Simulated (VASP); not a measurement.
Band structure of K (space group Im-3m). Level of theory: PBE GGA, VASP's PBE PAW potentials (set 64) (plane waves; VASP).

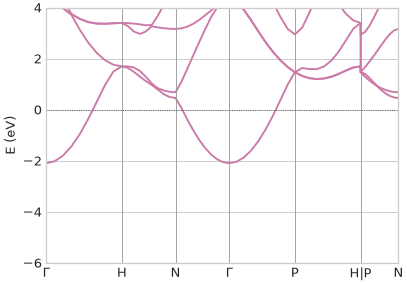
*Bands along high-symmetry lines, zero at the valence-band maximum or, without a gap, the Fermi level*

Task: Read the plot: is there a gap, and where are the band edges?

Result: It has no gap at this level: it comes out as a metal or semimetal.

The structure comes from a computed database's K entry; how it stands against other phases isn't given here. The cell was not relaxed at this level.
